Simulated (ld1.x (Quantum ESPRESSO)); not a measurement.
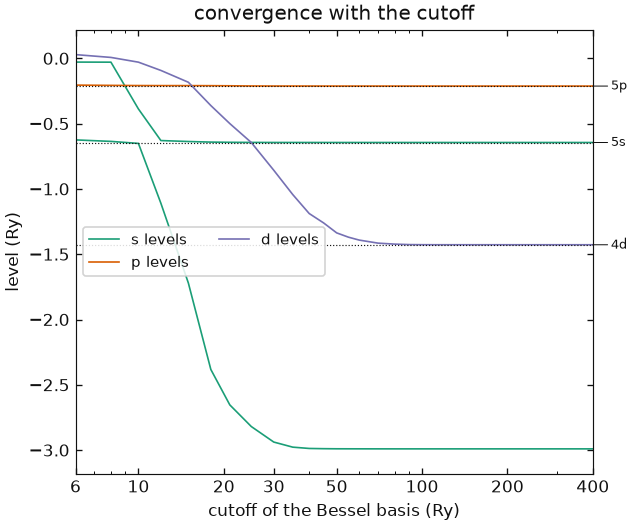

Fig. 1: The pseudo-atom Hamiltonian at the reference potential is diagonalised in spherical Bessel functions (20 bohr box) up to the cutoff. Curves: the lowest levels of each channel that holds a bound state. Dotted lines: the all-electron valence levels.

- Ghost states: ghost state below the valence levels: s at -40.7 eV. A ghost is a state of the pseudo-atom that lies below a valence level of its channel, or is bound in a channel without one, and matches no all-electron valence level; bound levels above the valence ones can be real empty states. In Ry: s -2.99.
- Onset of the ghost: the lowest s curve lies clearly below the lowest valence level of its channel from about 12 Ry on and ends at -2.99 Ry.
- All-electron valence levels: 5s: -0.64 Ry; 5p: -0.21 Ry; 4d: -1.43 Ry.

## Pseudopotential generation for In (part 1 of 2)

System: indium (In, Z = 49), core [Kr], reference valence 4d10 5s1.5 5p1.5, valence charge 13.
Method: TM potential, PBEsol, scalar-relativistic, made with ld1.x (Quantum ESPRESSO) 7.5.

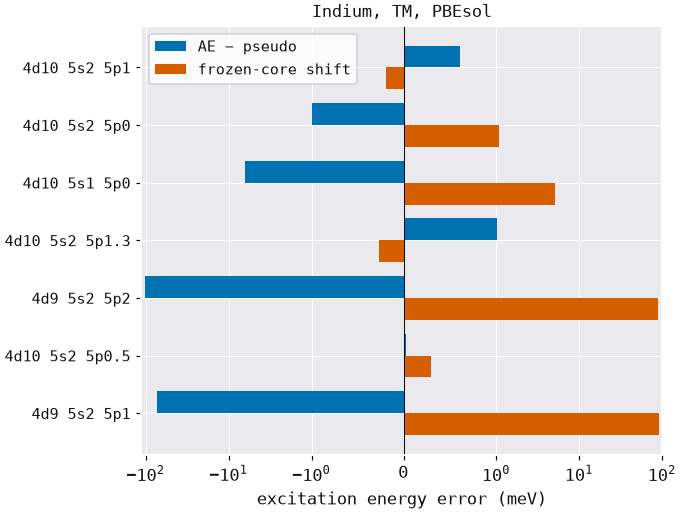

Fig. 2: Errors, all-electron minus pseudo, of the energies of valence configurations relative to the unpolarised reference 4d10 5s1.5 5p1.5. The frozen-core shift is the all-electron excitation energy with the core held at its reference shape less the relaxed one.

- Worst configuration: 4d9 5s2 5p2 (neutral): the error is -103 meV on an all-electron energy of +15.36 eV relative to the reference, or 0.67 %.
- Errors in meV: 4d10 5s2 5p1: +0.6; 4d10 5s2 5p0: -1.0; 4d10 5s1 5p0: -6.3; 4d10 5s2 5p1.3: +1.0; 4d9 5s2 5p2: -103; 4d10 5s2 5p0.5: 0.0; 4d9 5s2 5p1: -73.
- Configurations within 10 meV and within 50 meV: 5 and 5 of 7.
- Frozen-core shift where the error is largest: +89 meV, beside an error of -103 meV. Freezing the core raises the excitation energy, so by itself it would give an error of -89 meV; the rest, -14 meV, comes from the pseudisation. The potential isn't sound: its ghost test gives ghost state below the valence levels: s at -40.7 eV.

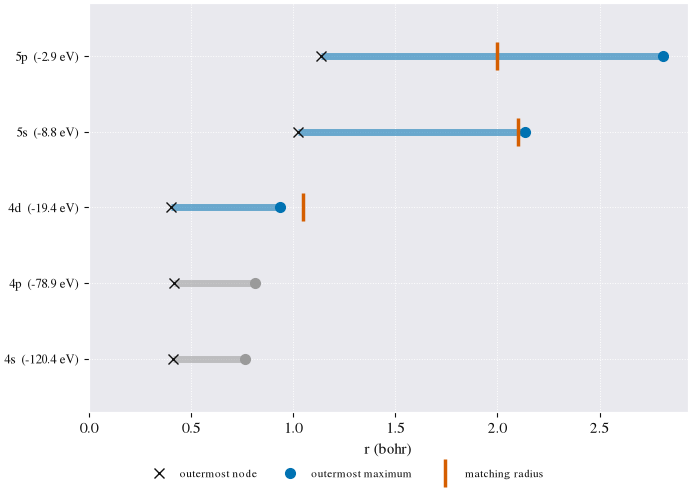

Fig. 3: Outer shells of the all-electron reference atom: each bar runs from the outermost node (or the nucleus) to the outermost maximum of u(r); the tick is the radius chosen for the pseudo-wave. Shells without a tick have no pseudo-wave of their own. Levels, nodes and maxima are from ld1.x, scalar-relativistic.

- Radii against the shells: 4d: 1.05 bohr, outside the maximum; 5s: 2.10 bohr, between node and maximum; 5p: 2.00 bohr, between node and maximum.

These pictures come from the run below.

Input file:
```
 &input
   title='In', zed=49., rel=1, dft='PBESOL', iswitch=3,
   config='[Kr] 4d10 5s1.5 5p1.5',
   nld=3, rlderiv=2.30, eminld=-3.0, emaxld=5.0, deld=0.02
 /
 &inputp
   pseudotype=2, tm=.true., lloc=-1, rcloc=1.70,
   nlcc=.false.,
   file_pseudopw='In.UPF', file_wfcaegen='ae.wfc', file_wfcncgen='nc.wfc', file_beta='beta', file_chi='chi'
 /
3
5S  1  0   1.50   0.00  2.10  2.10  0.0
5P  2  1   1.50   0.00  2.00  2.00  0.0
4D  3  2  10.00   0.00  1.05  1.05  0.0
 &test
   configts(1)='4d10 5s1.5 5p1.5'
 /
```

Input of the test run:
```
 &input
   title='In', zed=49., rel=1, dft='PBESOL', iswitch=2,
   config='[Kr] 4d10 5s1.5 5p1.5'
 /
 &test
   file_pseudo='In.UPF', nconf=8,
   configts(1)='4d10 5s1.5 5p1.5',
   configts(2)='4d10 5s2 5p1',
   configts(3)='4d10 5s2 5p0',
   configts(4)='4d10 5s1 5p0',
   configts(5)='4d10 5s2 5p1.3',
   configts(6)='4d9 5s2 5p2',
   configts(7)='4d10 5s2 5p0.5',
   configts(8)='4d9 5s2 5p1'
 /
```

Run as:
```bash
ld1.x < In.in > In.out
```

Log:
```
     Program LD1 v.7.5
     --------------------------- All-electron run ----------------------------

     In
     scalar relativistic calculation

     atomic number is 49.00
     dft =PBESOL   lsd =0 sic =0 latt =0  beta=0.20 tr2=1.0E-14
     Exchange-correlation= PBESOL
                           (   1   4  10   8   0   0   0)
     mesh =1241 r(mesh) = 100.30140 a.u. xmin = -7.00 dx = 0.01250
     1 Ry =  13.60569312 eV, c = 137.03599908

     n l     nl                  e(Ry)          e(Ha)          e(eV)
     1 0     1S 1( 2.00)     -2038.8787     -1019.4394    -27740.3586
     2 0     2S 1( 2.00)      -305.3503      -152.6751     -4154.5024
     2 1     2P 1( 6.00)      -274.1217      -137.0609     -3729.6158
     3 0     3S 1( 2.00)       -57.9750       -28.9875      -788.7906
     3 1     3P 1( 6.00)       -47.7502       -23.8751      -649.6744
     4 0     4S 1( 2.00)        -8.8471        -4.4236      -120.3712
     4 1     4P 1( 6.00)        -5.7979        -2.8989       -78.8841
     3 2     3D 1(10.00)       -31.8648       -15.9324      -433.5433
     4 2     4D 1(10.00)        -1.4277        -0.7138       -19.4246
     5 0     5S 1( 1.50)        -0.6447        -0.3223        -8.7713
     5 1     5P 1( 1.50)        -0.2126        -0.1063        -2.8922

     final scf error:  8.3E-15 reached in  26 iterations

     Etot =  -11757.708154 Ry,   -5878.854077 Ha, -159971.768968 eV

     Ekin =   12254.345088 Ry,    6127.172544 Ha,  166728.858685 eV
     Encl =  -28432.537414 Ry,  -14216.268707 Ha, -386844.378758 eV
     Eh   =    4734.002860 Ry,    2367.001430 Ha,   64409.390159 eV
     Exc  =    -313.518688 Ry,    -156.759344 Ha,   -4265.639053 eV

     normalization and overlap integrals

     s(1S/1S) =  1.000000  <r> =   0.0297  <r2> =    0.0012  r(max) =   0.0192
     s(2S/2S) =  1.000000  <r> =   0.1286  <r2> =    0.0195  r(max) =   0.1090
     s(2P/2P) =  1.000000  <r> =   0.1122  <r2> =    0.0154  r(max) =   0.0870
     s(3S/3S) =  1.000000  <r> =   0.3488  <r2> =    0.1392  r(max) =   0.3153
     s(3P/3P) =  1.000000  <r> =   0.3473  <r2> =    0.1400  r(max) =   0.3075
     s(4S/4S) =  1.000000  <r> =   0.8479  <r2> =    0.8143  r(max) =   0.7658
     s(4P/4P) =  1.000000  <r> =   0.9218  <r2> =    0.9727  r(max) =   0.8152
     s(3D/3D) =  1.000000  <r> =   0.3245  <r2> =    0.1251  r(max) =   0.2581
     s(4D/4D) =  1.000000  <r> =   1.1809  <r2> =    1.6758  r(max) =   0.9354
     s(5S/5S) =  1.000000  <r> =   2.5783  <r2> =    7.6297  r(max) =   2.1344
     s(5P/5P) =  1.000000  <r> =   3.6008  <r2> =   15.2892  r(max) =   2.8100

     ------------------------ End of All-electron run ------------------------

     --------------------- Generating NC pseudopotential ---------------------

      Generating local potential from pseudized AE potential:
      Matching radius rcloc =   1.7000

      Local pseudo, rcloc= 1.704 Estimated cut-off energy=     8.63 Ry

      Wfc   5S  rcut= 2.082  Using Troullier-Martins method

      Wfc   5P  rcut= 1.980  Using Troullier-Martins method

      Wfc   4D  rcut= 1.060  Using Troullier-Martins method

     ------------------- End of pseudopotential generation -------------------

     --------------------------- All-electron run ----------------------------

     In
     scalar relativistic calculation

     atomic number is 49.00
     dft =PBESOL   lsd =0 sic =0 latt =0  beta=0.20 tr2=1.0E-14
     Exchange-correlation= PBESOL
                           (   1   4  10   8   0   0   0)
     mesh =1241 r(mesh) = 100.30140 a.u. xmin = -7.00 dx = 0.01250
     1 Ry =  13.60569312 eV, c = 137.03599908

     n l     nl                  e(Ry)          e(Ha)          e(eV)
     1 0     1S 1( 2.00)     -2038.8787     -1019.4394    -27740.3586
     2 0     2S 1( 2.00)      -305.3503      -152.6751     -4154.5024
     2 1     2P 1( 6.00)      -274.1217      -137.0609     -3729.6158
     3 0     3S 1( 2.00)       -57.9750       -28.9875      -788.7906
     3 1     3P 1( 6.00)       -47.7502       -23.8751      -649.6744
     4 0     4S 1( 2.00)        -8.8471        -4.4236      -120.3712
     4 1     4P 1( 6.00)        -5.7979        -2.8989       -78.8841
     3 2     3D 1(10.00)       -31.8648       -15.9324      -433.5433
     4 2     4D 1(10.00)        -1.4277        -0.7138       -19.4246
     5 0     5S 1( 1.50)        -0.6447        -0.3223        -8.7713
     5 1     5P 1( 1.50)        -0.2126        -0.1063        -2.8922

     final scf error:  8.3E-15 reached in  26 iterations

     Etot =  -11757.708154 Ry,   -5878.854077 Ha, -159971.768968 eV

     Ekin =   12254.345088 Ry,    6127.172544 Ha,  166728.858685 eV
     Encl =  -28432.537414 Ry,  -14216.268707 Ha, -386844.378758 eV
     Eh   =    4734.002860 Ry,    2367.001430 Ha,   64409.390159 eV
     Exc  =    -313.518688 Ry,    -156.759344 Ha,   -4265.639053 eV

     normalization and overlap integrals

     s(1S/1S) =  1.000000  <r> =   0.0297  <r2> =    0.0012  r(max) =   0.0192
     s(2S/2S) =  1.000000  <r> =   0.1286  <r2> =    0.0195  r(max) =   0.1090
     s(2P/2P) =  1.000000  <r> =   0.1122  <r2> =    0.0154  r(max) =   0.0870
     s(3S/3S) =  1.000000  <r> =   0.3488  <r2> =    0.1392  r(max) =   0.3153
     s(3P/3P) =  1.000000  <r> =   0.3473  <r2> =    0.1400  r(max) =   0.3075
     s(4S/4S) =  1.000000  <r> =   0.8479  <r2> =    0.8143  r(max) =   0.7658
     s(4P/4P) =  1.000000  <r> =   0.9218  <r2> =    0.9727  r(max) =   0.8152
     s(3D/3D) =  1.000000  <r> =   0.3245  <r2> =    0.1251  r(max) =   0.2581
     s(4D/4D) =  1.000000  <r> =   1.1809  <r2> =    1.6758  r(max) =   0.9354
     s(5S/5S) =  1.000000  <r> =   2.5783  <r2> =    7.6297  r(max) =   2.1344
     s(5P/5P) =  1.000000  <r> =   3.6008  <r2> =   15.2892  r(max) =   2.8100

     ------------------------ End of All-electron run ------------------------

     Computing logarithmic derivative in   2.28633
     Message from routine run_pseudo:
     Warning: convergence not achieved
     Computing logarithmic derivative in   2.28633
     Computing the partial wave expansion
     R is outside the sphere for l=    0 j= 0.00
     R is outside the sphere for l=    1 j= 0.00
     R is outside the sphere for l=    2 j= 0.00

     ---------------------- Testing the pseudopotential ----------------------

     In
     scalar relativistic calculation

     atomic number is 49.00   valence charge is 13.00
     dft =PBESOL   lsd =0 sic =0 latt =0  beta=0.20 tr2=1.0E-14
     mesh =1241 r(mesh) = 100.30140 xmin = -7.00 dx = 0.01250

     n l     nl             e AE (Ry)        e PS (Ry)    De AE-PS (Ry)
     3 2     4D   1(10.00)       -1.42768       -1.42767       -0.00001
     1 0     5S   1( 1.50)       -0.64468       -0.64468        0.00000
     2 1     5P   1( 1.50)       -0.21257       -0.21257       -0.00000

     eps = 7.7E-11  iter =201

     Etot =  -11757.708154 Ry,   -5878.854077 Ha, -159971.768968 eV
     Etotps =  -112.763222 Ry,     -56.381611 Ha,   -1534.221795 eV

     Ekin =      90.472500 Ry,      45.236250 Ha,    1230.941068 eV
     Encl =    -260.102542 Ry,    -130.051271 Ha,   -3538.875369 eV
     Ehrt =     101.615924 Ry,      50.807962 Ha,    1382.555081 eV
     Ecxc =     -14.388815 Ry,      -7.194408 Ha,    -195.769805 eV
     Epseu=     -30.360289 Ry,     -15.180144 Ha,    -413.072771 eV

     ---------------------- End of pseudopotential test ----------------------
```

Output of the test run (extracts):
```
     ---------------------- Testing the pseudopotential ----------------------

     In
     scalar relativistic calculation

     atomic number is 49.00   valence charge is 13.00
     dft =PBESOL   lsd =0 sic =0 latt =0  beta=0.20 tr2=1.0E-14
     mesh =1241 r(mesh) = 100.30140 xmin = -7.00 dx = 0.01250

     n l     nl             e AE (Ry)        e PS (Ry)    De AE-PS (Ry)
     3 2     4D   1(10.00)       -1.42768       -1.42767       -0.00001
     1 0     5S   1( 1.50)       -0.64468       -0.64468        0.00000
     2 1     5P   1( 1.50)       -0.21257       -0.21257       -0.00000

     eps = 1.7E-10  iter =201

     Etot =  -11757.708154 Ry,   -5878.854077 Ha, -159971.768967 eV
     Etotps =  -112.763222 Ry,     -56.381611 Ha,   -1534.221795 eV

     Ekin =      90.472500 Ry,      45.236250 Ha,    1230.941068 eV
     Encl =    -260.102542 Ry,    -130.051271 Ha,   -3538.875369 eV
     Ehrt =     101.615924 Ry,      50.807962 Ha,    1382.555081 eV
     Ecxc =     -14.388815 Ry,      -7.194408 Ha,    -195.769805 eV
     Epseu=     -30.360289 Ry,     -15.180144 Ha,    -413.072771 eV

     ---------------------- End of pseudopotential test ----------------------

     ---------------------- Testing the pseudopotential ----------------------

     In
     scalar relativistic calculation

     atomic number is 49.00   valence charge is 13.00
     dft =PBESOL   lsd =0 sic =0 latt =0  beta=0.20 tr2=1.0E-14
     mesh =1241 r(mesh) = 100.30140 xmin = -7.00 dx = 0.01250

     n l     nl             e AE (Ry)        e PS (Ry)    De AE-PS (Ry)
     3 2     4D   1(10.00)       -1.36641       -1.36726        0.00085
     1 0     5S   1( 2.00)       -0.60675       -0.60685        0.00010
     2 1     5P   1( 1.00)       -0.18510       -0.18516        0.00006

     eps = 4.2E-11  iter =201

     Etot =  -11757.921599 Ry,   -5878.960800 Ha, -159974.673041 eV
     Etotps =  -112.976712 Ry,     -56.488356 Ha,   -1537.126474 eV
     dEtot_ae =      -0.213445 Ry
     dEtot_ps =      -0.213490 Ry,   Delta E=       0.000045 Ry

     Ekin =      90.188594 Ry,      45.094297 Ha,    1227.078338 eV
     Encl =    -260.902218 Ry,    -130.451109 Ha,   -3549.755513 eV
     Ehrt =     102.341503 Ry,      51.170751 Ha,    1392.427080 eV
     Ecxc =     -14.454239 Ry,      -7.227120 Ha,    -196.659942 eV
     Epseu=     -30.150352 Ry,     -15.075176 Ha,    -410.216437 eV

     ---------------------- End of pseudopotential test ----------------------
```

(Continued in part 2.) Outcome of the run: generated, with a ghost state.
